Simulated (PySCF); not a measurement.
**C6H9FO, charge +1, doublet, SMILES `F[CH+][C]1CCOCC1`: what the electrons do**

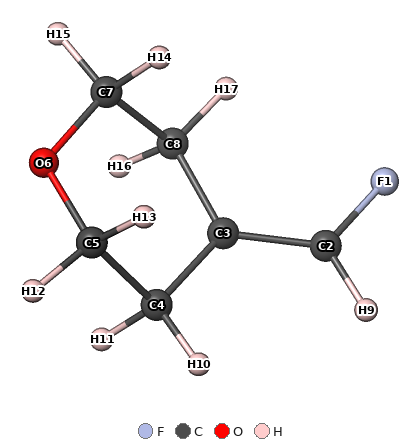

The molecule, with its atoms numbered as below. No frequency check shows the geometry to be a minimum.

Coordinates in Å:

```
F1      -2.7516    0.3595   -0.2945
C2      -1.8552   -0.5822   -0.1562
C3      -0.6020   -0.3046    0.3000
C4       0.4174   -1.3634    0.4344
C5       1.6795   -0.9358   -0.4066
O6       2.0779    0.3362   -0.0547
C7       1.1566    1.3388   -0.2686
C8      -0.1456    1.0730    0.5769
H9      -2.2315   -1.5741   -0.3786
H10      0.0664   -2.3372    0.0993
H11      0.7672   -1.4372    1.4671
H12      2.5122   -1.6090   -0.1938
H13      1.3996   -1.0050   -1.4672
H14      0.8479    1.4019   -1.3220
H15      1.6161    2.2783    0.0439
H16      0.1569    1.1798    1.6219
H17     -0.8978    1.8233    0.3375
```

### 1. Bonding charge

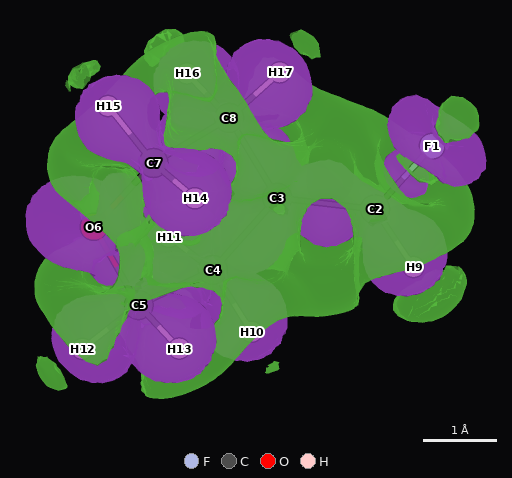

Deformation density (molecule less spherical, spin-averaged free atoms at the same positions), surfaces at ±0.05 e/Å³; purple: gain, green: loss.

Computed with PySCF, ωB97X/6-311G**, geometry: GFN2-xTB. The stability of the open-shell solution wasn't checked. GFN2-xTB doesn't know the spin state, so this open-shell geometry is rough.

> Describe the bonding that the map shows.

The five largest and four smallest: C2–H9: +0.87 e/Å³ at the bond critical point (bond length 1.08 Å, Mayer order 1.0). C7–H15: +0.81 e/Å³ at the bond critical point (bond length 1.09 Å, Mayer order 0.9). C5–H12: +0.81 e/Å³ at the bond critical point (bond length 1.09 Å, Mayer order 0.9). C5–H13: +0.78 e/Å³ at the bond critical point (bond length 1.10 Å, Mayer order 0.9). C7–H14: +0.78 e/Å³ at the bond critical point (bond length 1.10 Å, Mayer order 0.9). C4–C5: +0.37 e/Å³ at the bond critical point (bond length 1.58 Å, Mayer order 0.9). C5–O6: +0.11 e/Å³ at the bond critical point (bond length 1.38 Å, Mayer order 1.0); up to 0.6 Å beside the axis the gain reaches +0.37 e/Å³. O6–C7: +0.11 e/Å³ at the bond critical point (bond length 1.38 Å, Mayer order 1.0); up to 0.6 Å beside the axis the gain reaches +0.37 e/Å³. F1–C2: +0.04 e/Å³ at the bond critical point (bond length 1.31 Å, Mayer order 1.2); up to 0.6 Å beside the axis the gain reaches +0.29 e/Å³. In all, 3.7 electrons gather in the regions of gain relative to the promolecule of neutral atoms (the regions of loss give up this much and the cation's charge besides). A small or negative value marks a very polar bond, one between electron-rich atoms, whose free-atom densities already overlap strongly, a long bond to a heavier atom, or a closed-shell contact such as a hydrogen bond.

> Where do the Hirshfeld charges lie?

The highest Hirshfeld charge is on C2 (+0.19 e), the lowest on C8 (−0.06 e).

### 2. Bond critical points

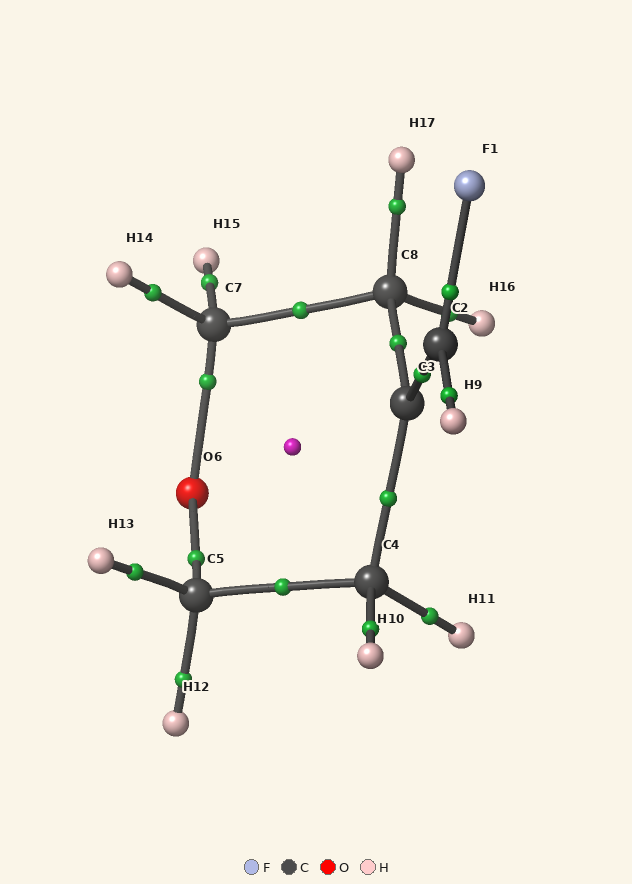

Molecular graph of the electron density (QTAIM): bond paths, bond critical points (green), ring points (magenta, if any); weak paths are dashed.

> How many critical points of each kind are there, and does the count close?

17 nuclei, 17 bond, 1 ring and 0 cage critical points: 17 − 17 + 1 − 0 = 1, as the Poincaré–Hopf relation requires.

> Tabulate density, Laplacian, ellipticity and energy density at the bond critical points (atomic units).

```csv
bond,length (Å),ρ (a.u.),∇²ρ (a.u.),ε,H (a.u.)
C2–C3,1.362,0.335,−1.05,0.20,−0.376
C2–H9,1.084,0.295,−1.10,0.03,−0.300
C7–H15,1.092,0.288,−1.03,0.03,−0.287
C5–H12,1.092,0.288,−1.03,0.03,−0.287
F1–C2,1.307,0.282,+0.30,0.16,−0.389
C8–H17,1.089,0.282,−0.98,0.01,−0.281
C5–H13,1.099,0.281,−0.97,0.03,−0.277
C4–H10,1.088,0.281,−0.97,0.01,−0.281
C7–H14,1.099,0.281,−0.97,0.03,−0.277
C4–H11,1.093,0.276,−0.94,0.01,−0.273
C5–O6,1.379,0.275,−0.28,0.05,−0.391
C8–H16,1.093,0.275,−0.93,0.01,−0.272
O6–C7,1.378,0.275,−0.27,0.05,−0.391
C3–C4,1.476,0.268,−0.69,0.06,−0.246
C3–C8,1.477,0.267,−0.68,0.05,−0.244
C7–C8,1.575,0.216,−0.44,0.06,−0.162
C4–C5,1.576,0.216,−0.44,0.06,−0.162
```

> What kind of interaction is C7–H15?

Shared-shell (covalent): ρ = 0.288, ∇²ρ = −1.03, H = −0.287 a.u.

### 3. Local ionisation energy

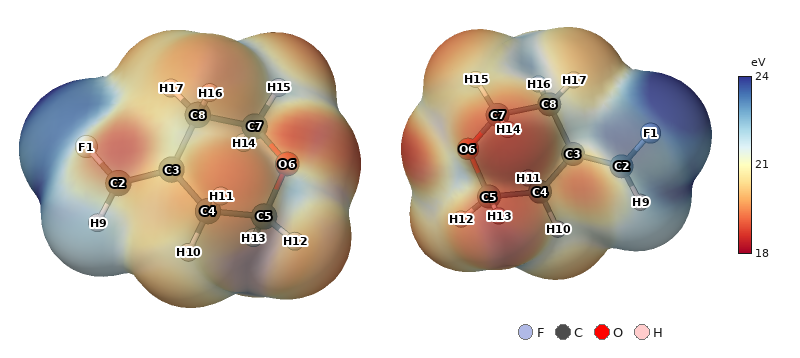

Average local ionisation energy on the surface of electron density 0.001 a.u. (back view left, front view right).

> Locate the minima of the map.

The lowest value is 18.6 eV, 1.4 Å from H14. Further minima include 18.7 eV, 1.8 Å from O6; 19.0 eV, over C3, off the plane of its three bonds (2.0 Å). For comparison, the highest occupied orbital lies at −15.0 eV.

> What volume does the surface enclose?

About 141 Å³.

### 4. Spin density

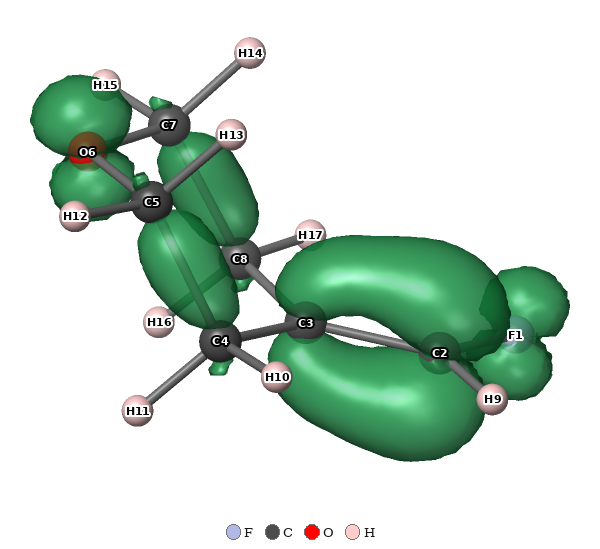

Spin density ρα − ρβ at ±0.05 e/Å³ (green: excess α, purple: excess β).

> Where is the unpaired spin?

Hirshfeld spin populations: C2 +0.35, C3 +0.17, O6 +0.12, F1 +0.11 and C4 +0.05. ⟨S²⟩ = 0.76, against 0.75 for a pure state.

### 5. In an electric field

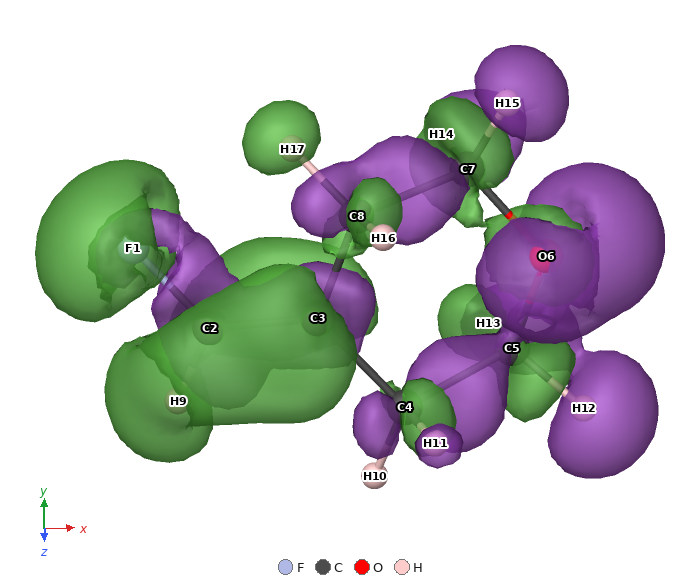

Change of the electron density in a uniform field of 0.51 V/Å, surfaces at ±0.004 e/Å³ (purple: gain, green: loss).

PySCF calculation, CAM-B3LYP/6-31+G*, gas phase; geometry: GFN2-xTB. The basis has diffuse s and p functions alone, which still leaves polarisabilities too small, most of all across bonds. The stability of the open-shell solution wasn't checked. GFN2-xTB doesn't know the spin state, so this open-shell geometry is rough.

The field was applied in both directions; the picture shows the one opposite to the script's first.

> Along which Cartesian direction does the field point?

Along −x: electrons gather on the +x side, against the field.

> What dipole is induced, and what polarisability does it imply?

The induced dipole is 2.99 D (along the field); α along this axis, from the fields in both directions, is 130 bohr³ (19.2 Å³). The response isn't linear: the two directions induce 3.62 and 2.99 D.

The PySCF runs shown took 3.3 min and 6.8 min on 1 thread of AMD EPYC (Zen 3) (shared host).
